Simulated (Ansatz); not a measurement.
Species, as SMILES: [PH2] (PH2), doublet.
Atoms: P1, H2, H3. Bonds: P1-H2, P1-H3.

Basis-set convergence of the optimised P1-H2 bond length at PBE0 with Ansatz (an electronic-structure program). Cartesian d functions, on some or all atoms, in 6-31G*; all else is spherical. The program fits the integrals of some runs and decomposes those of others, by size. Open shells are unrestricted. No added dispersion term, no relativity. Reference: the value in pcseg-4, 1.4225 Å, itself unsure by roughly 0.0002 Å (its mean distance from aug-pcseg-3, aug-cc-pV(Q+d)Z, cc-pV(5+d)Z). Deviations are taken from unrounded values.

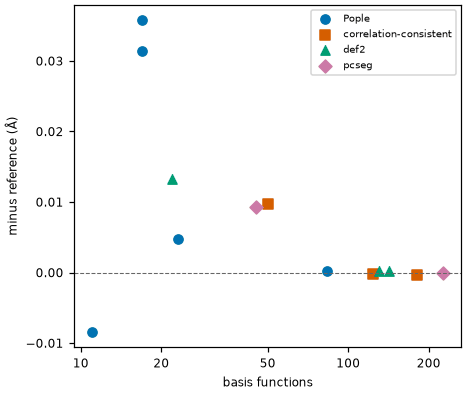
Deviation from the reference against the number of basis functions, by family of sets.

| basis | functions | optimised P1-H2 bond length (Å) | minus reference (Å) |
|---|---|---|---|
| STO-3G | 11 | 1.4141 | -0.0084 |
| 3-21G | 17 | 1.4539 | 0.0314 |
| 6-31G | 17 | 1.4583 | 0.0358 |
| def2-SV(P) | 22 | 1.4358 | 0.0133 |
| 6-31G* | 23 | 1.4273 | 0.0048 |
| aug-pcseg-1 | 45 | 1.4318 | 0.0092 |
| aug-cc-pV(D+d)Z | 50 | 1.4322 | 0.0097 |
| 6-311++G(3df,3pd) | 83 | 1.4228 | 0.0003 |
| cc-pV(Q+d)Z | 124 | 1.4223 | -0.0002 |
| def2-QZVPP | 130 | 1.4227 | 0.0002 |
| def2-QZVPPD | 142 | 1.4227 | 0.0002 |
| aug-cc-pV(Q+d)Z | 181 | 1.4222 | -0.0003 |
| pcseg-4 | 227 | 1.4225 | 0.0000 |
